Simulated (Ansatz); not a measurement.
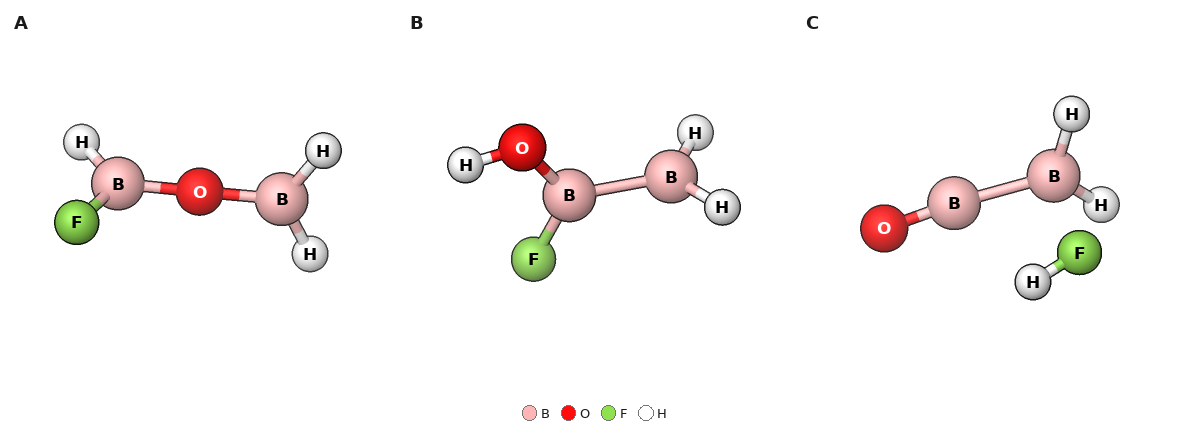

3 stationary structures of one formula. Geometries: PBE0-D4/def2-TZVP. Electronic energies: RHF-CCSD(T) (frozen core)/def2-TZVPP (Ansatz 0.2.0), without zero-point energy. No frequency run is at hand to confirm each as a minimum. Each is one conformer, not always the lowest.

Which structure is the most stable?

A is lowest (Cs); B lies 31.6 kcal/mol above it (Cs), C lies 66.5 kcal/mol above it (Cs).
